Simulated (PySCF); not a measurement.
BCl₃F₂, SMILES `FF.ClB(Cl)Cl`.

Level of theory: HF/6-31+G* (PySCF), at a geometry from GFN2-xTB. GFN2-xTB bond lengths at metals and heavier atoms can be off by up to 0.1 Å and shapes distorted, which carries into these values.

Coordinates in Å:

```
F1      -3.0500    0.0081   -0.7634
F2      -3.1220   -0.0147    0.6368
Cl3      2.7126   -0.0018   -0.0752
B4       0.9912    0.0037    0.0205
Cl5      0.1289    1.4946    0.0707
Cl6      0.1344   -1.4904    0.0655
```

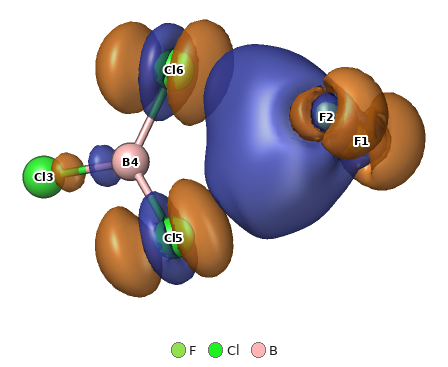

Density of the complex less the densities of the two fragments at the same geometry, ±0.0002 e/Å³ (orange: gain, blue: loss). Fragment A: F2 (atoms 1–2); fragment B: BCl3.

**How is the density rearranged on binding?**

Hirshfeld charges show almost no net transfer (under 0.005 e). 0.01 e is displaced in all, which induces a dipole of 0.04 D.

**What is the interaction energy, and which contacts carry it?**

The counterpoise-corrected interaction energy of the frozen fragments is +0.6 kcal/mol without dispersion correction and −0.3 kcal/mol with D3(BJ). The pair geometry is semi-empirical, not a minimum at this level. Contacts: F1···Cl5, 3.61 Å, ρ = 0.003 a.u.; F1···Cl6, 3.62 Å, ρ = 0.003 a.u.; F2···Cl6, 3.62 Å, ρ = 0.003 a.u.; F2···Cl5, 3.63 Å, ρ = 0.002 a.u. The pose is a local one from a semi-empirical search, not shown to be the most stable.

Cost of the run: 4.6 s on 1 thread of Arm Neoverse V2 (shared host), peak memory 0.26 GiB.
